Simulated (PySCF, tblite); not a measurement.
# C₅H₇ClO₃Si: geometry, infrared bands and NMR shifts

What infrared bands and NMR shifts should C₅H₇ClO₃Si (`O=C1OC=C([SiH2]CCl)CO1`) show?

Computed with tblite 0.8.0 and PySCF 2.14.0, with density-fitted response routines of our own, on a single molecule in the gas phase. Atoms count from 0, in the outputs and in this text.

**1. The molecule as given**

17 atoms, charge 0, multiplicity 1; geometry from: force field or distance geometry start.

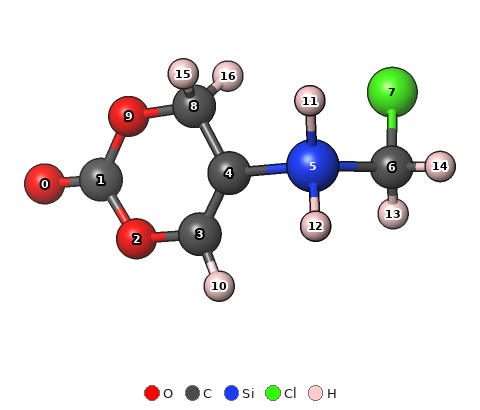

As it starts; oxygen red, carbon dark grey, silicon blue, chlorine green, hydrogen pink, atoms numbered.

**2. Geometry optimisation with GFN2-xTB**

What the job is given:

```
{"job": {"kind": "relax", "xc": "GFN2-xTB", "basis": "xTB"}, "charge": 0, "multiplicity": 1}
O      4.186800     0.446500    -0.794100
C      3.005200     0.287900    -0.471000
O      2.366400     1.188000     0.337900
C      1.036200     1.006300     0.715000
C      0.311800    -0.046600     0.335800
Si    -1.449500    -0.318400     0.836100
C     -2.667000     0.504800    -0.276500
Cl    -2.579100    -0.208500    -1.895000
C      0.932600    -1.064100    -0.561200
O      2.306900    -0.812500    -0.856100
H      0.716400     1.804900     1.369900
H     -1.690900    -1.783800     0.920100
H     -1.606400     0.217600     2.226200
H     -2.472100     1.573000    -0.374500
H     -3.694300     0.380200     0.092000
H      0.883000    -2.055200    -0.093500
H      0.407100    -1.108100    -1.520900
```

Launch:

```bash
> OMP_NUM_THREADS=1 python probes_run.py task.json out
```

This one command runs all jobs of the session in turn.

Log:

```text
step      E/eV     max force
  0    -890.84691    3.821
  1    -890.98140    3.988
  2    -891.06921    0.685
  3    -891.08449    0.386
  4    -891.09603    0.333
  5    -891.09938    0.185
  6    -891.10231    0.167
  7    -891.10454    0.148
  8    -891.10606    0.132
  9    -891.10730    0.089
 10    -891.10804    0.088
 11    -891.10873    0.077
 12    -891.10951    0.100
 13    -891.11035    0.098
 14    -891.11103    0.069
 15    -891.11157    0.058
 16    -891.11209    0.067
 17    -891.11268    0.072
 18    -891.11323    0.064
 19    -891.11362    0.045
 20    -891.11397    0.053
 21    -891.11445    0.067
 22    -891.11513    0.083
 23    -891.11584    0.079
 24    -891.11640    0.058
 25    -891.11683    0.057
 26    -891.11728    0.064
 27    -891.11789    0.072
 28    -891.11858    0.067
 29    -891.11917    0.062
 30    -891.11961    0.047
 31    -891.11998    0.051
 32    -891.12033    0.045
 33    -891.12064    0.055
 34    -891.12093    0.047
 35    -891.12121    0.044
 36    -891.12147    0.042
 37    -891.12170    0.038
 38    -891.12192    0.039
 39    -891.12218    0.037
 40    -891.12246    0.052
 41    -891.12271    0.041
 42    -891.12290    0.033
 43    -891.12305    0.031
 44    -891.12321    0.038
 45    -891.12339    0.041
 46    -891.12358    0.040
 47    -891.12376    0.040
 48    -891.12393    0.027
 49    -891.12406    0.032
 50    -891.12416    0.022
 51    -891.12424    0.018
 52    -891.12431    0.019
 53    -891.12439    0.027
 54    -891.12448    0.023
 55    -891.12457    0.032
 56    -891.12470    0.034
 57    -891.12488    0.039
 58    -891.12509    0.044
 59    -891.12529    0.029
 60    -891.12543    0.025
 61    -891.12554    0.025
 62    -891.12565    0.030
 63    -891.12575    0.025
 64    -891.12583    0.022
 65    -891.12592    0.020
 66    -891.12603    0.031
 67    -891.12617    0.031
 68    -891.12632    0.029
 69    -891.12653    0.039
 70    -891.12681    0.044
 71    -891.12718    0.059
 72    -891.12757    0.050
 73    -891.12786    0.037
 74    -891.12806    0.040
 75    -891.12827    0.042
 76    -891.12857    0.049
 77    -891.12902    0.082
 78    -891.12949    0.123
 79    -891.13031    0.097
 80    -891.13123    0.055
 81    -891.13166    0.056
 82    -891.13209    0.052
 83    -891.13252    0.064
 84    -891.13280    0.050
 85    -891.13302    0.043
 86    -891.13310    0.027
 87    -891.13315    0.017
 88    -891.13317    0.016
 89    -891.13322    0.022
 90    -891.13326    0.020
 91    -891.13331    0.019
 92    -891.13334    0.014
 93    -891.13337    0.013
 94    -891.13339    0.012
 95    -891.13342    0.019
 96    -891.13345    0.022
 97    -891.13349    0.019
 98    -891.13353    0.016
 99    -891.13357    0.017
100    -891.13362    0.027
101    -891.13371    0.038
102    -891.13385    0.042
103    -891.13402    0.029
104    -891.13416    0.028
105    -891.13428    0.032
106    -891.13445    0.036
107    -891.13474    0.061
108    -891.13526    0.056
109    -891.13598    0.069
110    -891.13670    0.071
111    -891.13668    0.101
112    -891.13741    0.058
113    -891.13763    0.063
114    -891.13797    0.030
115    -891.13824    0.027
116    -891.13833    0.029
117    -891.13841    0.026
118    -891.13852    0.026
119    -891.13869    0.033
120    -891.13880    0.020
121    -891.13889    0.021
122    -891.13897    0.019
123    -891.13903    0.016
124    -891.13907    0.012
125    -891.13909    0.008
```

Run time: 1.2 s. Hardware: 1 thread of Arm Neoverse V1, shared host; peak memory 0.18 GiB.

Step by step: (not every step is listed)

```
step  energy from step 0 (eV)  largest force (eV/Å)
   0                   0.0000                3.8213
   1                  -0.1345                3.9882
   2                  -0.2223                0.6854
   3                  -0.2376                0.3855
   4                  -0.2491                0.3328
   5                  -0.2525                0.1846
   6                  -0.2554                0.1670
   7                  -0.2576                0.1480
   8                  -0.2591                0.1315
  19                  -0.2667                0.0455
  30                  -0.2727                0.0469
  41                  -0.2758                0.0410
  52                  -0.2774                0.0188
  63                  -0.2788                0.0250
  74                  -0.2812                0.0405
  85                  -0.2861                0.0428
  96                  -0.2865                0.0222
 107                  -0.2878                0.0614
 118                  -0.2916                0.0260
 120                  -0.2919                0.0205
 121                  -0.2920                0.0206
 122                  -0.2921                0.0193
 123                  -0.2921                0.0158
 124                  -0.2922                0.0124
 125                  -0.2922                0.0082
```

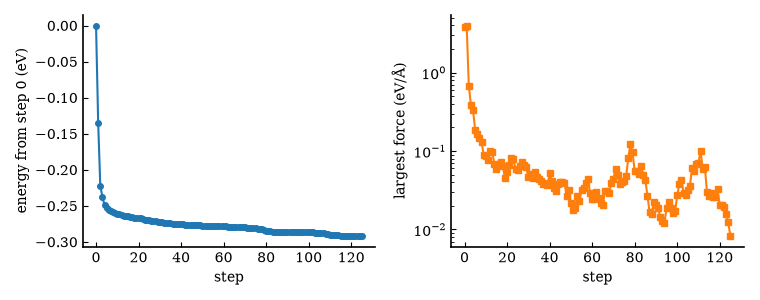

Energy and largest force along the relaxation.

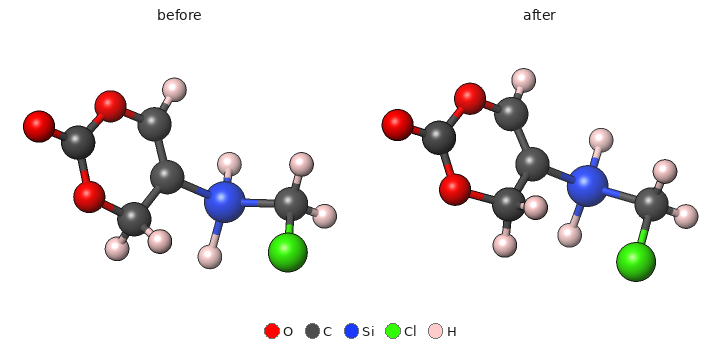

The geometry before (left) and after (right).

Close pairs (by a distance rule), those that changed most:

```
   bond  before (Å)  after (Å)  change (Å)
 Si5–C6       1.843      1.915      +0.072
  O0–C1       1.235      1.190      -0.045
Si5–H12       1.498      1.463      -0.035
  C1–O9       1.359      1.327      -0.032
 C4–Si5       1.851      1.879      +0.028
Si5–H11       1.488      1.463      -0.024
  O2–C3       1.395      1.371      -0.024
 C6–Cl7       1.771      1.789      +0.018
```

The end geometry stands in the next job.

**3. Infrared spectrum with GFN2-xTB**

What the job is given:

```
{"job": {"kind": "ir", "xc": "GFN2-xTB", "basis": "xTB"}, "charge": 0, "multiplicity": 1}
O      4.173237     0.176647    -0.615887
C      3.004437     0.145468    -0.392239
O      2.439951     1.113723     0.371296
C      1.166632     0.943100     0.848853
C      0.308701     0.056552     0.359134
Si    -1.420395    -0.215132     1.043366
C     -2.674210     0.271831    -0.319865
Cl    -2.464769    -0.828508    -1.714352
C      0.807444    -0.761542    -0.793906
O      2.236117    -0.838821    -0.840382
H      0.965150     1.612370     1.670002
H     -1.602532    -1.634440     1.348649
H     -1.628708     0.657856     2.198871
H     -2.529927     1.282202    -0.696103
H     -3.706891     0.168692     0.002659
H      0.465170    -1.797645    -0.734595
H      0.453595    -0.340323    -1.745413
```

Log:

```text
mode    cm-1     km/mol
  1      22.6      1.52
  2      53.6      3.11
  3      59.3      1.22
  4     110.0      0.99
  5     128.1      3.19
  6     153.4      2.24
  7     206.0      1.49
  8     266.3      3.97
  9     359.7     12.26
 10     426.5      7.10
 11     439.3      2.21
 12     481.4     59.47
 13     566.6     14.76
 14     579.2     13.23
 15     634.9     17.72
 16     648.8     45.77
 17     697.5     72.37
 18     708.2     63.92
 19     736.8    258.36
 20     754.5     64.98
 21     763.7    260.46
 22     813.4      8.03
 23     830.4      4.13
 24     912.0     15.24
 25     993.5     16.52
 26    1027.8     68.72
 27    1078.4    295.03
 28    1083.9     34.90
 29    1123.0     21.12
 30    1158.6    344.57
 31    1182.6      0.82
 32    1194.0      1.16
 33    1268.5     35.91
 34    1323.7     37.75
 35    1426.6      6.72
 36    1457.6      3.95
 37    1677.8    238.24
 38    1809.8    822.91
 39    2271.8    221.34
 40    2274.5    279.19
 41    2885.5     22.44
 42    2969.1     13.63
 43    2994.8      4.03
 44    3007.0      3.66
 45    3095.1      9.74
```

Wall time 0.84 s (1 thread of Arm Neoverse V1, shared host); peak memory 0.18 GiB.

The strongest bands and the atoms that carry them (share of the mass-weighted mode):

```
cm⁻¹  km/mol                                  atoms
 737   258.4           H12 40 %, H11 39 %, Si5 13 %
 764   260.5  C6 22 %, H11 17 %, H14 15 %, H12 15 %
1078   295.0     C1 35 %, O2 19 %, O9 12 %, C3 11 %
1159   344.6    O9 22 %, O2 20 %, H10 14 %, C8 13 %
1678   238.2                       C4 49 %, C3 46 %
1810   822.9                       C1 62 %, O0 37 %
2272   221.3                               H12 88 %
2274   279.2                               H11 87 %
```

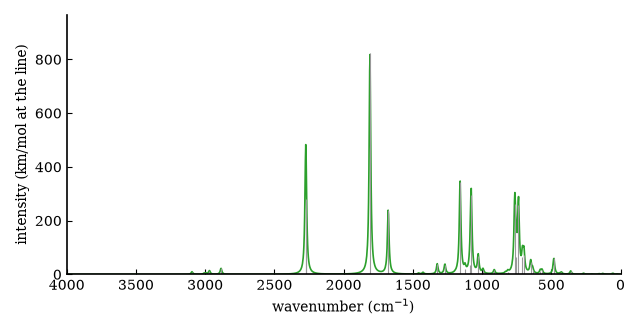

The infrared spectrum from these modes, unscaled. Lines are broadened to a width of 14 cm⁻¹ (Lorentzian).

**4. Nuclear shieldings: PBE0/pcSseg-1**

Same as in step 3 but for these lines:

```diff
@@ -1,2 +1,2 @@
-{"job": {"kind": "ir", "xc": "GFN2-xTB", "basis": "xTB"}, "charge": 0, "multiplicity": 1}
+{"job": {"kind": "nmr", "xc": "PBE0", "basis": "pcSseg-1"}, "charge": 0, "multiplicity": 1}
 O      4.173237     0.176647    -0.615887
```

Method: GIAO PBE0/pcSseg-1 NMR shielding, non-relativistic, gas phase.

Log:

```text
coarse grid: 16280 points
cycle   1  E = -1169.0023477158  dE =  1.798e+00  |g| = 1.021e+00  |ddm| = 3.891e+00
cycle   2  E = -1168.5793801884  dE =  4.230e-01  |g| = 1.828e+00  |ddm| = 1.769e+00
cycle   3  E = -1169.1780660101  dE = -5.987e-01  |g| = 3.198e-01  |ddm| = 1.279e+00
cycle   4  E = -1169.1959714601  dE = -1.791e-02  |g| = 9.236e-02  |ddm| = 2.574e-01
cycle   5  E = -1169.1972911178  dE = -1.320e-03  |g| = 2.112e-02  |ddm| = 5.691e-02
cycle   6  E = -1169.1973778155  dE = -8.670e-05  |g| = 7.876e-03  |ddm| = 2.253e-02
cycle   7  E = -1169.1973899942  dE = -1.218e-05  |g| = 2.344e-03  |ddm| = 7.082e-03
cycle   8  E = -1169.1973910965  dE = -1.102e-06  |g| = 8.050e-04  |ddm| = 2.435e-03
final grid: 150944 points
cycle   9  E = -1169.2872830914  dE = -2.860e-05  |g| = 1.453e-02  |ddm| = 2.631e-02
cycle  10  E = -1169.2872369500  dE =  4.614e-05  |g| = 2.144e-02  |ddm| = 2.205e-02
cycle  11  E = -1169.2873196640  dE = -8.271e-05  |g| = 2.350e-03  |ddm| = 1.419e-02
cycle  12  E = -1169.2873206390  dE = -9.749e-07  |g| = 6.027e-04  |ddm| = 1.750e-03
cycle  13  E = -1169.2873206990  dE = -6.002e-08  |g| = 1.359e-04  |ddm| = 4.683e-04
cycle  14  E = -1169.2873207024  dE = -3.404e-09  |g| = 5.155e-05  |ddm| = 1.389e-04
cycle  15  E = -1169.2873207029  dE = -5.214e-10  |g| = 1.949e-05  |ddm| = 5.389e-05
converged SCF energy = -1169.2873207029

GIAO shielding tensors (ppm)
atom      isotropic    diamagn.    paramagn.     s11        s22        s33       span
  0 O      -11.514     392.836    -404.350   -162.188   -144.030    271.676    433.864
  1 C       38.232     243.511    -205.278    -63.746     62.324    116.119    179.865
  2 O      116.929     395.853    -278.924     -6.758     89.247    268.297    275.056
  3 C       31.147     251.031    -219.884    -76.779     74.181     96.038    172.817
  4 C       76.303     266.521    -190.218    -21.084     76.986    173.007    194.091
  5 Si     391.035     880.721    -489.686    367.031    395.738    410.337     43.306
  6 C      153.310     252.644     -99.334    133.494    141.943    184.494     51.000
  7 Cl     914.923    1147.379    -232.456    810.505    850.305   1083.959    273.454
  8 C      113.944     244.557    -130.614     86.320     99.363    156.148     69.828
  9 O      192.767     394.812    -202.045     60.131    243.214    274.955    214.825
 10 H       25.016      31.182      -6.166     21.221     24.680     29.148      7.926
 11 H       27.210      28.725      -1.515     23.925     25.526     32.177      8.252
 12 H       27.173      29.400      -2.227     23.451     25.551     32.517      9.066
 13 H       28.666      30.655      -1.990     24.017     26.865     35.114     11.097
 14 H       28.626      28.198       0.427     22.424     27.356     36.097     13.672
 15 H       26.646      29.365      -2.719     21.225     27.453     31.259     10.033
 16 H       26.083      29.745      -3.662     20.055     26.480     31.713     11.657
```

It took 54 s on 1 thread of Arm Neoverse V1, shared host; peak memory 0.94 GiB.

The references, computed at this level on geometries of the same kind, shield at (ppm): ¹H TMS 31.72, ¹³C TMS 186.9, ²⁹Si TMS 349.2, ¹⁷O H2O 336.1, ³⁵Cl HCl 950. Their shielding less the atom's gives the shift. The references are single molecules in the gas phase, so shifts against H2O, NH3, PH3, H3PO4 or CFCl3 are not on the usual liquid scales and can be off by tens of ppm. Atoms listed in one row are averaged.

```
   atoms                                    environment  σ (ppm)  δ (ppm)  δ scaled to CDCl3
      C3                   alkene carbon bearing oxygen     31.1    155.8              150.1
      C1                               carbonate carbon     38.2    148.7              143.2
      C4  β carbon of an enol-ether or enamine type C=C     76.3    110.6              106.1
      C8                    allylic sp3 CH2 bonded to O    113.9     73.0               69.3
      C6                    sp3 CH2 bonded to Cl and Si    153.3     33.6               30.9
     H10    hydrogen on an alkene carbon bearing oxygen    25.02     6.70               6.42
H15, H16     hydrogen on an allylic sp3 CH2 bonded to O    26.36     5.35               5.15
H11, H12            hydrogen on a silicon bonded to 2 C    27.19     4.53                  –
H13, H14     hydrogen on an sp3 CH2 bonded to Cl and Si    28.65     3.07               3.00
      O0                      carbonate carbonyl oxygen    -11.5    347.6                  –
      O2                        carbonate alkoxy oxygen    116.9    219.2                  –
      O9                        carbonate alkoxy oxygen    192.8    143.3                  –
     Si5                     silicon bonded to 2 C, 2 H    391.0    -41.9                  –
     Cl7                           chlorine bonded to C      915       35                  –
```

The scaled column applies a straight-line fit of computed shieldings to shifts measured in CDCl3, with any fitted terms for Cl, Br or S neighbours (root-mean-square error 0.16 ppm for H, 1.9 ppm for C).

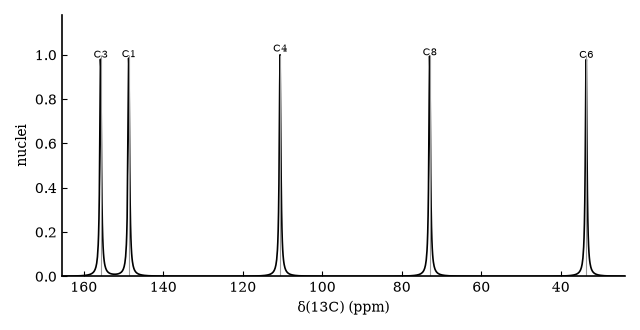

¹³C lines at the computed shifts, without couplings. Lines are broadened to a width of 0.49 ppm (Lorentzian).

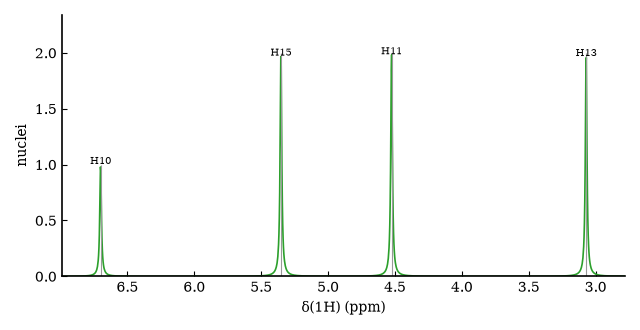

¹H lines at the computed shifts, without couplings. Lines are broadened to a width of 0.01 ppm (Lorentzian).

Charges from the same density, by scheme (e):

```
atoms  Mulliken    IAO  Hirshfeld  ESP fit
   O0     -0.38  -0.44      -0.28    -0.57
   C1      0.69   0.67       0.26     1.03
   O2     -0.42  -0.31      -0.09    -0.45
   C3      0.25   0.06       0.03     0.21
   C4     -0.63  -0.36      -0.13    -0.47
  Si5      0.75   0.78       0.34     0.39
   C6     -0.49  -0.53      -0.12    -0.35
  Cl7     -0.17  -0.10      -0.04    -0.15
   C8      0.19  -0.06       0.00     0.58
   O9     -0.45  -0.33      -0.10    -0.59
```

ESP fit charges:

O0 -0.57; C1 1.03; O2 -0.45; C3 0.21; C4 -0.47; Si5 0.39; C6 -0.35; Cl7 -0.15; C8 0.58; O9 -0.59; H10 0.14; H11 -0.06; H12 -0.08; H13 0.17; H14 0.19; H15 0.01; H16 -0.01

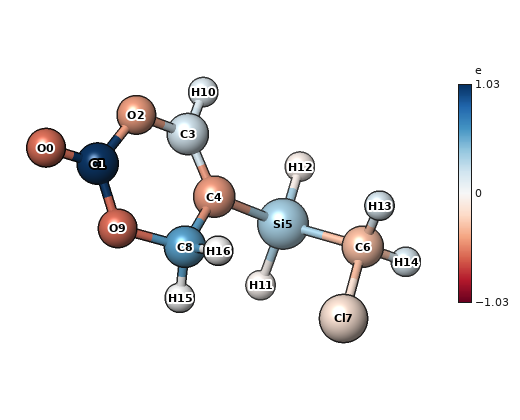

ESP fit charges, as colours on the atoms.

Mayer bond orders: O0–C1 2.04, C1–O2 1.00, O2–C3 0.97, C3–C4 1.84, C4–Si5 0.84, Si5–C6 0.85, C6–Cl7 0.95, C4–C8 1.02, C8–O9 0.83, O9–C1 1.11.

Ring of atoms C1, O2, C3, C4, C8, O9: NICS(0) -0.3, NICS(1) -1.0, NICS(1)zz 2.2 ppm (means of both faces).

Orbitals, density, ELF and potential are computed afterwards from the orbital file.

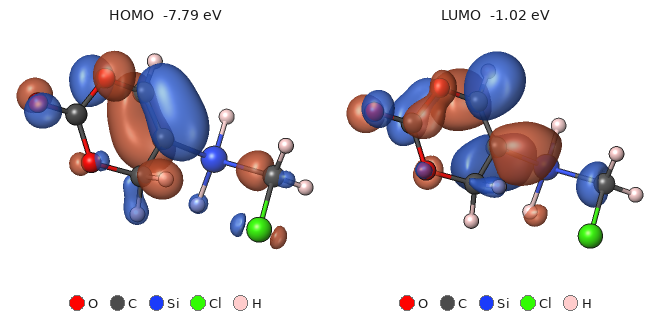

PBE0/pcSseg-1 orbitals near the gap, drawn at the value that encloses 70 % of each; the two colours are the two signs.

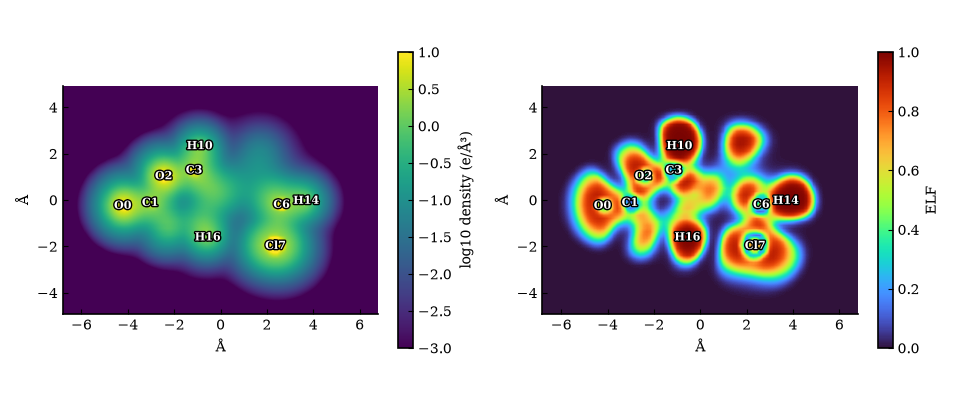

Density (left) and ELF (right) in a plane through or near 9 of the atoms.

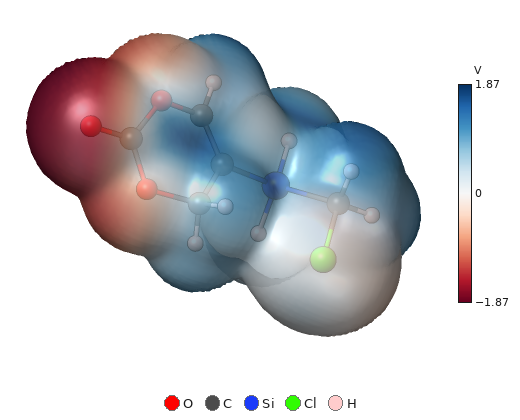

Electrostatic potential on the surface of density 0.002 e/bohr³; red is low, blue high. It runs from -1.87 V near O0 to 1.58 V near H10.

**5. Results**

| quantity | value |
| --- | --- |
| strongest single infrared mode (GFN2-xTB) | 1810 cm⁻¹, 823 km/mol |
| zero-point energy (GFN2-xTB) | 69.6 kcal/mol |
| ¹³C shifts against TMS (PBE0/pcSseg-1) | 155.8, 148.7, 110.6, 73.0, 33.6 ppm |
| ¹H shifts against TMS (PBE0/pcSseg-1, means over atoms taken as alike) | 6.70, 5.35, 4.53, 3.07 ppm |
| ¹⁷O shifts against H2O (PBE0/pcSseg-1) | 347.6, 219.2, 143.3 ppm |
| ²⁹Si shifts against TMS (PBE0/pcSseg-1) | -41.9 ppm |
| ³⁵Cl shifts against HCl (PBE0/pcSseg-1) | 35 ppm |
| surface potential, least and greatest | -1.87 V and 1.58 V |

**Reading.** Relaxing lowered the energy by 0.292 eV in 125 steps; the close pair that moved most is Si5–C6, from 1.843 to 1.915 Å. No mode is imaginary among the 45: a minimum at this level. The strongest single mode, at 1810 cm⁻¹, moves mainly C1 and O0. GFN2-xTB is a fitted tight-binding method: band positions and strengths are rough. Its intensities can rank the bands wrongly. C3 (alkene carbon bearing oxygen) lies farthest downfield among carbon, at 155.8 ppm; an sp2 carbon further deshielded by the attached heteroatom. H10 (hydrogen on an alkene carbon bearing oxygen) lies farthest downfield among hydrogen, at 6.70 ppm; olefinic region. At PBE0/pcSseg-1: The widest tensor belongs to O0: span 434 ppm, with a paramagnetic part of -404 ppm. By nearest atom (PBE0/pcSseg-1), the HOMO sits on C4 31 %; C3 20 % and the LUMO on C3 29 %; C4 23 %.
